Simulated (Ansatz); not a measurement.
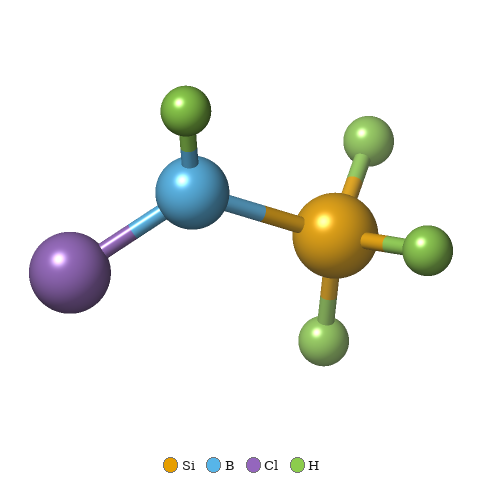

The computed structure is the end point of a PBE0-D4/def2-TZVP optimisation.

Draw it as a skeletal formula.

SMILES: [SiH3]BCl

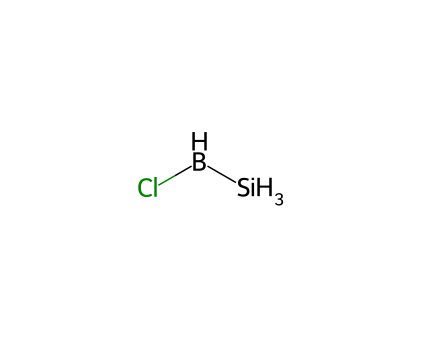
